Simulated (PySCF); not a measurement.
```xyz
2

P     0.0000    0.0000   -0.4617
N     0.0000    0.0000    1.0213
```

All numbers below come from PBE0/def2-TZVP, non-relativistic Hamiltonian with scalar-relativistic core potentials where named, at a bond length of 1.483 Å in PySCF 2.14.0.

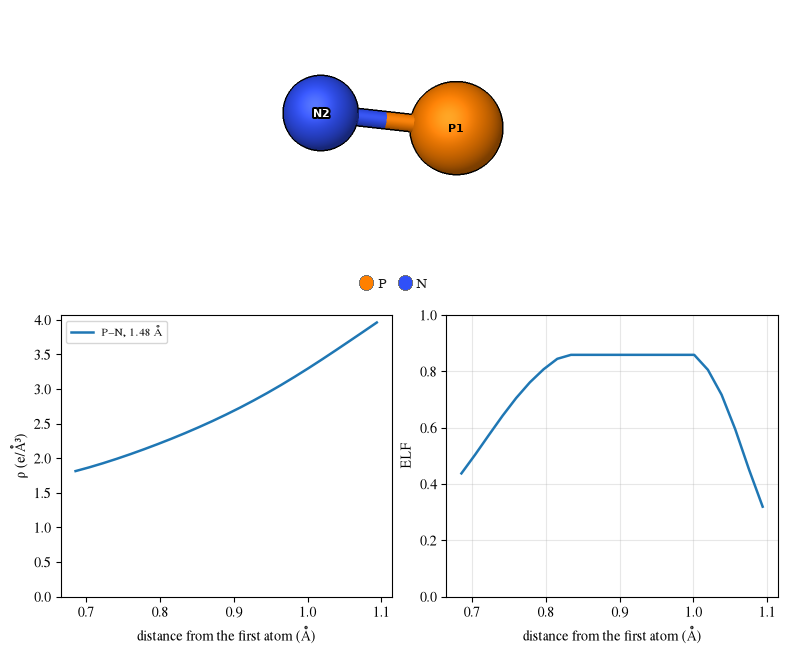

PN. Total electron density and electron localisation function along straight lines between neighbouring atoms. The curves leave out the atomic cores. The structure is drawn too.

What can be read from the curves?

Answer. P–N (1.48 Å): the density is about 2 e/Å³ at the midpoint; the ELF peaks at about 0.85 between the atoms, as expected for a short, strongly polar bond.
